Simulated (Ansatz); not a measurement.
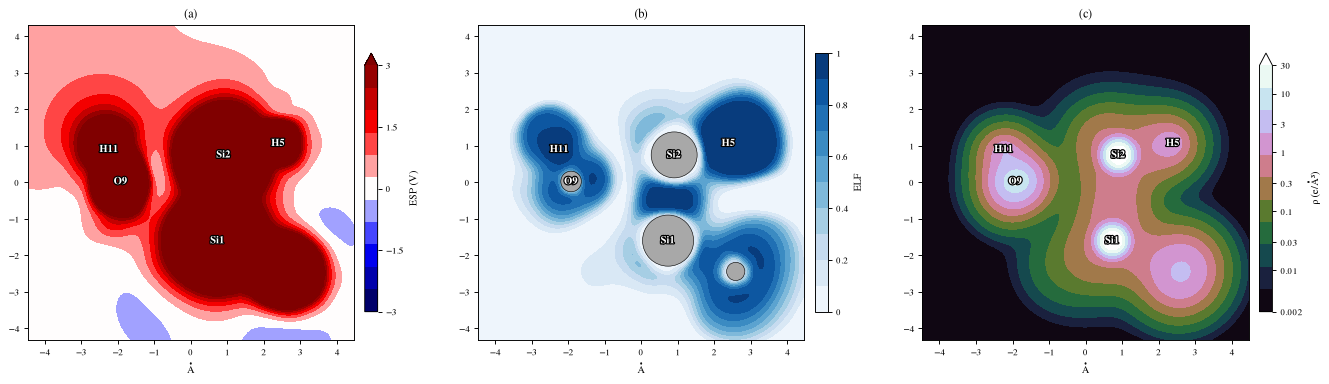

*Cl3H3Si2···H2O. (a) electrostatic potential; (b) ELF; (c) total electron density on the plane of atoms Si1, Si2 and H5. Grey discs cover the atomic cores in the ELF map.*

All numbers below come from Ansatz, RKS PBE/def2-SVP.

```yaml
atoms:
  - { symbol: Si, position_ang: [-0.0292, 0.3671, 0.0009] }
  - { symbol: Si, position_ang: [0.0260, 0.1724, 2.3448] }
  - { symbol: H, position_ang: [-1.0372, -0.7859, 2.8035] }
  - { symbol: H, position_ang: [1.3867, -0.2096, 2.8419] }
  - { symbol: H, position_ang: [-0.3215, 1.5358, 2.8888] }
  - { symbol: Cl, position_ang: [1.8481, 0.3240, -0.8712] }
  - { symbol: Cl, position_ang: [-0.9374, 2.1583, -0.5421] }
  - { symbol: Cl, position_ang: [-1.1934, -1.1420, -0.8872] }
  - { symbol: O, position_ang: [0.8449, -2.3775, 1.1848] }
  - { symbol: H, position_ang: [0.0802, -2.6257, 0.6260] }
  - { symbol: H, position_ang: [0.7180, -2.8965, 2.0005] }
```

### Describe what can be read from this map.

- Atoms in the plane: Si, H and O.
- Si2···O9 (2.92 Å): the density falls to about 0.1 e/Å³ on the way; the ELF is about 0.10 at the midpoint.
- Si–Si (2.35 Å): ρ is about 0.63 e/Å³ halfway; the ELF peaks at about 1 between the atoms, as expected for a covalent bond.
- O–H (0.98 Å): ρ is about 3.6 e/Å³ halfway; the ELF climbs to about 1 towards the hydrogen, as it does in any bond to H (a covalent bond by its length).
- Si–H (1.51 Å): the density is about 0.73 e/Å³ at the midpoint; the ELF climbs to about 1 towards the hydrogen.
- The ELF also peaks beside Cl7, away from the bonds: lone-pair regions.
- Outside the dense part of the complex the potential is most negative (−0.5 V) near Cl7, which lies off the plane.
